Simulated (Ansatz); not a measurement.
**H₈O₁₆W₄···H₂O₄W···H₂O: density, localisation and related maps**

Input

```
crystal:
  periodic: [false, false, false]
  atoms:
    - {symbol: W, position_ang: [0.980609, -0.189775, 0.344700]}
    - {symbol: W, position_ang: [-2.051353, -2.229495, -0.008372]}
    - {symbol: W, position_ang: [-1.575894, 2.556491, 0.304727]}
    - {symbol: W, position_ang: [3.174791, -3.193082, -0.080553]}
    - {symbol: W, position_ang: [1.622473, 3.202349, -0.101740]}
    - {symbol: O, position_ang: [-2.772143, -0.732866, 0.924628]}
    - {symbol: O, position_ang: [-3.527913, -2.445131, -1.162958]}
    - {symbol: O, position_ang: [-2.016910, 4.365859, -0.155476]}
    - {symbol: O, position_ang: [-2.316883, 1.732322, -1.055229]}
    - {symbol: O, position_ang: [-0.389057, -1.501783, 0.632941]}
    - {symbol: O, position_ang: [1.480652, -3.669306, -0.229443]}
    - {symbol: O, position_ang: [3.862087, -3.228218, 1.705200]}
    - {symbol: O, position_ang: [-0.922691, -3.412242, -0.889195]}
    - {symbol: O, position_ang: [-2.567381, -3.447795, 1.325562]}
    - {symbol: O, position_ang: [-1.637868, -0.747572, -1.706127]}
    - {symbol: O, position_ang: [0.006780, 3.427496, 1.453177]}
    - {symbol: O, position_ang: [2.051630, 4.834631, 0.845545]}
    - {symbol: O, position_ang: [0.091074, 2.999600, -1.054720]}
    - {symbol: O, position_ang: [-0.561434, 1.034411, 0.825136]}
    - {symbol: O, position_ang: [-2.882123, 2.449868, 1.659436]}
    - {symbol: O, position_ang: [3.609889, -1.834261, -1.321707]}
    - {symbol: O, position_ang: [4.063122, -4.512611, -0.735261]}
    - {symbol: O, position_ang: [2.239903, -1.188952, 1.063607]}
    - {symbol: O, position_ang: [2.797414, 3.448475, -1.339434]}
    - {symbol: O, position_ang: [1.144638, -0.371407, -1.389854]}
    - {symbol: O, position_ang: [2.011533, 1.509191, 0.567211]}
    - {symbol: H, position_ang: [-2.163660, -0.070511, 1.331557]}
    - {symbol: H, position_ang: [-3.592511, -2.042300, -2.050054]}
    - {symbol: H, position_ang: [-1.663983, 4.815035, -0.945450]}
    - {symbol: H, position_ang: [-1.957796, 0.203089, -1.538822]}
    - {symbol: H, position_ang: [4.503025, -3.931698, 1.921939]}
    - {symbol: H, position_ang: [0.097426, -3.559678, -0.693866]}
    - {symbol: H, position_ang: [-2.285563, -4.383039, 1.290311]}
    - {symbol: H, position_ang: [-0.680639, -0.657721, -1.948794]}
    - {symbol: H, position_ang: [-0.090486, 4.357170, 1.738852]}
    - {symbol: H, position_ang: [2.825670, 5.315478, 0.491165]}
    - {symbol: H, position_ang: [-3.832115, 2.261676, 1.548888]}
    - {symbol: H, position_ang: [2.925677, -1.163708, -1.567505]}
basis:
  gaussian: {orbitals: def2-TZVP, fitting: {mean_field: def2-universal-jkfit}, initial_orbitals: start.molden}
hamiltonian: {xc: pbe0, dispersion: d4}
scf: {omitted_lower_state_checks: [starts]}
output: {forces: true, orbitals: {seedname: orbitals}}
```

Launched as:

```sh
ansatz run in.yaml --threads 2 --pin off --events-out ev --progress --plain --max-ram 32768MiB --backend cuda --devices 0, --max-vram 18GiB
```

Geometry: PBE-D4/def2-SVP; core potentials replace the inner electrons of W; not at a stationary point (largest force 1.6 eV/Å).

Theory: RKS PBE0-D4/def2-TZVP (Ansatz).

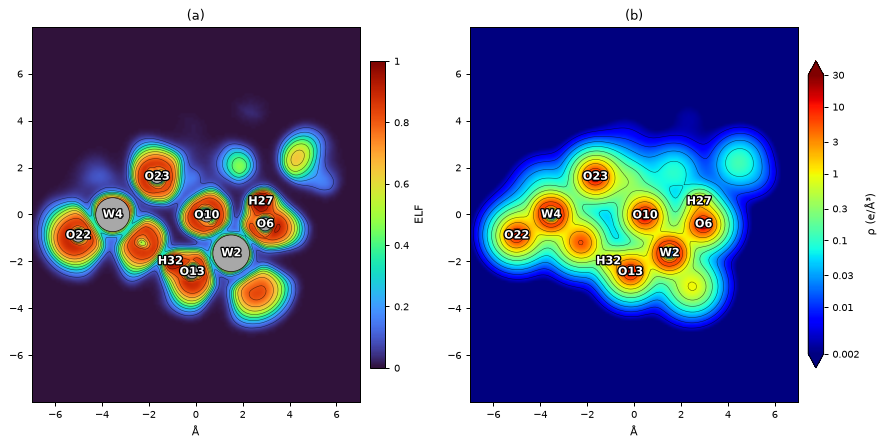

Figure 1. (a) ELF; (b) electron density on the plane of atoms O6, W2 and O10. Grey discs cover the atomic cores in the ELF map.

### What does the map show?

Atoms in the plane: W, O and H. W–O (1.72 Å): ρ is about 1.8 e/Å³ halfway; the ELF peaks at about 0.80 in the valence shell of O, 0.5 Å from its nucleus, and drops to about 0.35 between the two atoms. O–H (0.99 Å): ρ at the midpoint is about 3.6 e/Å³; the ELF climbs to about 1 towards the hydrogen, as it does in any bond to H: a covalent bond by its length. W–O (1.86 Å): ρ at the midpoint is about 1.2 e/Å³; the ELF peaks at about 0.85 in the valence shell of O, 0.5 Å from its nucleus, and drops to about 0.25 between the two atoms. W–O (1.91 Å): ρ at the midpoint is about 1.1 e/Å³; the ELF peaks at about 0.85 in the valence shell of O, 0.5 Å from its nucleus, and drops to about 0.30 between the two atoms.

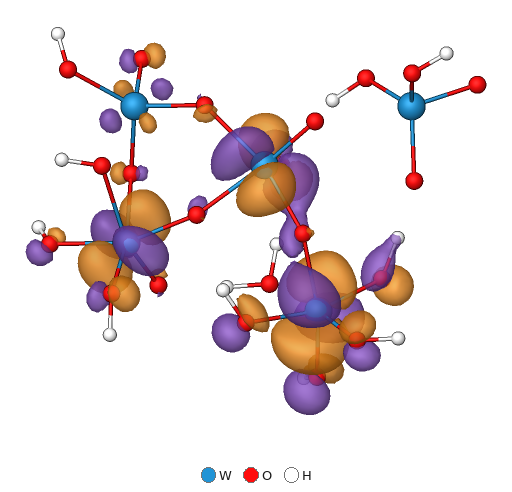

Figure 2. The LUMO at ±0.1 Å⁻³ᐟ² (orange and purple are the two phases), seen at a tilt.

### What is the character of this orbital?

By Hirshfeld shares it lies mainly on W2 (about 30 %), W1 (about 15 %) and W3 (about 15 %). Its energy is −3.31 eV.

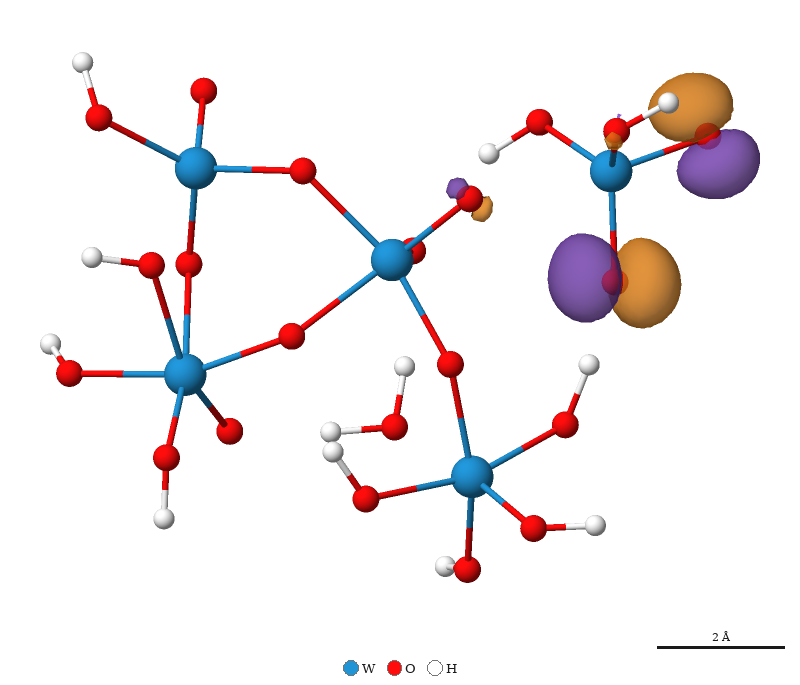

Figure 3. The HOMO at ±0.2 Å⁻³ᐟ² (orange and purple are the two phases), seen across its widest extent.

### What is the character of this orbital?

Its weight (Hirshfeld) is mainly on O11 (about 45 %) and O22 (about 40 %); largely a combination of lone pairs on O11 and O22. Its energy is −8.72 eV.
